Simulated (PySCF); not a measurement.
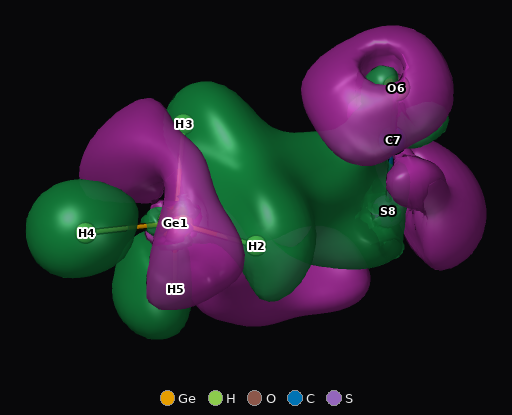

CH4GeOS, SMILES `[GeH4].O=C=S`. Density of the complex less the densities of the two fragments at the same geometry, ±0.0004 e/Å³ (green: gain, purple: loss). Fragment A: GeH4 (atoms 1–5); fragment B: CSO.

Computed with PySCF, r2SCAN/def2-TZVP, geometry: GFN2-xTB. GFN2-xTB bond lengths at metals and heavier atoms can be off by up to 0.1 Å and shapes distorted, which carries into these values.

Input

```python
import numpy as np
from pyscf import gto, scf, dft
from pyscf.scf import atom_ks, atom_hf
from scipy.linalg import block_diag
from pyscf.dispersion import dftd3

def solve(mol, dm0=None, hcore=None):
    mf = (dft.UKS if mol.spin else dft.RKS)(mol, xc='r2scan')
    mf.grids.level = 3
    mf = mf.density_fit(auxbasis='def2-universal-jkfit')
    mf.conv_tol, mf.max_cycle = 1e-8, 80
    if hcore is not None:
        mf.get_hcore = lambda *args: hcore
    mf.kernel(dm0)
    if not mf.converged:
        mf = mf.newton().run(mf.mo_coeff, mf.mo_occ, max_cycle=30)
    assert mf.converged, 'SCF not converged'
    return mf

mol = gto.M(atom='''
Ge    -1.53369    -0.03144    -0.00028
H     -0.91872     0.55663     1.22077
H     -0.92858     0.56059    -1.21225
H     -2.98761     0.26433     0.00592
H     -1.33411    -1.50014    -0.00300
O      1.68606     1.69690    -0.00033
C      1.79161     0.54768    -0.00019
S      1.93807    -0.98354     0.00008
''', basis='def2-tzvp', charge=0, spin=0, verbose=4)
mol_a = gto.M(atom='''
Ge    -1.53369    -0.03144    -0.00028
H     -0.91872     0.55663     1.22077
H     -0.92858     0.56059    -1.21225
H     -2.98761     0.26433     0.00592
H     -1.33411    -1.50014    -0.00300
ghost-O      1.68606     1.69690    -0.00033
ghost-C      1.79161     0.54768    -0.00019
ghost-S      1.93807    -0.98354     0.00008
''', basis='def2-tzvp', charge=0, spin=0, verbose=4)
mol_b = gto.M(atom='''
ghost-Ge    -1.53369    -0.03144    -0.00028
ghost-H     -0.91872     0.55663     1.22077
ghost-H     -0.92858     0.56059    -1.21225
ghost-H     -2.98761     0.26433     0.00592
ghost-H     -1.33411    -1.50014    -0.00300
O      1.68606     1.69690    -0.00033
C      1.79161     0.54768    -0.00019
S      1.93807    -0.98354     0.00008
''', basis='def2-tzvp', charge=0, spin=0, verbose=4)
ab, a, b = solve(mol), solve(mol_a), solve(mol_b)
e_int = ab.e_tot - a.e_tot - b.e_tot
print('counterpoise-corrected interaction energy / kcal/mol', e_int * 627.5095)
def disp(atoms, charge):
    m = gto.M(atom=atoms, charge=charge, basis='sto-3g', spin=None, unit='Bohr', verbose=0)
    return dftd3.DFTD3Dispersion(m, xc='r2scan', version='d3bj').get_dispersion()['energy']
e_disp = disp(mol._atom, mol.charge) - disp(mol._atom[:5], mol_a.charge) - disp(mol._atom[5:], mol_b.charge)
print('D3(BJ) part / kcal/mol', e_disp * 627.5095)
# spherically averaged free atoms, for the promolecule
atm = atom_ks.get_atm_nrks(mol, xc='r2scan')
pro = block_diag(*[(atm[a[0]][2] * atm[a[0]][3]) @ atm[a[0]][2].T for a in mol._atom])
np.savez('result.npz', e_int=e_int, e_disp=e_disp, dm_a=a.make_rdm1(), dm_b=b.make_rdm1(), c=ab.mo_coeff, occ=ab.mo_occ, eps=ab.mo_energy, pro=pro, d=[f.dip_moment(verbose=0) for f in (ab, a, b)])
```

Command:

```sh
OMP_NUM_THREADS=1 python input.py
```

The run took 2.3 min on 1 thread of Arm Neoverse V1, on a shared host, peak memory 0.68 GiB.

Partitions, critical points and surface values were worked out afterwards from this run's density.

Q: How is the density rearranged on binding?

A: Hirshfeld charges show almost no net transfer (under 0.005 e). 0.02 e is displaced in all, which induces a dipole of 0.07 D.

Q: What is the interaction energy, and which contacts carry it?

A: The counterpoise-corrected interaction energy of the frozen fragments is +0.3 kcal/mol without dispersion correction and −0.3 kcal/mol with D3(BJ). The pair geometry is semi-empirical, not a minimum at this level. Contacts: Ge1···C7, 3.38 Å, ρ = 0.007 a.u. The pose is a local one from a semi-empirical search, not shown to be the most stable.
